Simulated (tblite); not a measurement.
# C5H10N2SSi2: the cost of one run

Computed with tblite 0.8.0 and PySCF 2.14.0, with density-fitted response routines of our own, on a single molecule in the gas phase. Atoms count from 0, in the outputs and in this text.

## 1. The molecule as given

20 atoms, charge 0, multiplicity 1; geometry from: force field or distance geometry start.

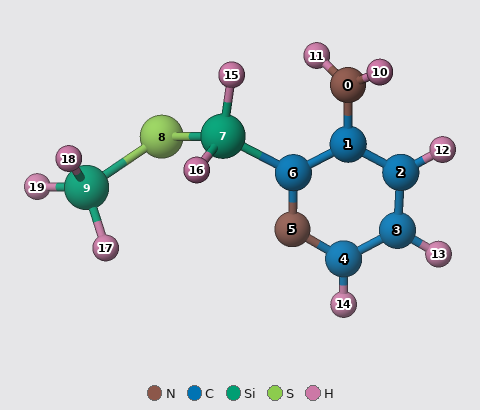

As it starts; nitrogen brown, carbon blue, silicon teal, sulfur green, hydrogen pink, atoms numbered.

## 2. Optimising the geometry with GFN2-xTB

The job: settings as JSON, then the geometry in Å.

```
{"job": {"kind": "relax", "xc": "GFN2-xTB", "basis": "xTB"}, "charge": 0, "multiplicity": 1}
N     -1.628400    -2.099200    -0.449800
C     -1.669600    -0.686300    -0.340300
C     -2.857500    -0.015600    -0.459400
C     -2.817700     1.369500    -0.343300
C     -1.640300     2.037900    -0.080600
N     -0.483900     1.331800     0.032400
C     -0.470100    -0.014300    -0.085300
Si     1.118000    -0.892900     0.098000
S      2.647700    -0.161900    -1.247600
Si     4.187200     0.615000     0.042800
H     -2.390800    -2.672200    -0.011600
H     -0.854700    -2.534100    -0.981000
H     -3.774200    -0.559900    -0.644400
H     -3.746800     1.936500    -0.436000
H     -1.668000     3.126600     0.004100
H      0.963700    -2.350800    -0.061400
H      1.548100    -0.665700     1.499300
H      3.648400     1.726500     0.808100
H      4.501300    -0.506400     0.972200
H      5.382200     1.026200    -0.729200
```

On the command line:

```bash
$ OMP_NUM_THREADS=1 python probes_run.py task.json out
```

One launch serves the whole session: the jobs run in the order shown.

Q: Estimate the wall time of this first job on 1 thread of Arm Neoverse V2, shared host.

About 2.4 s.
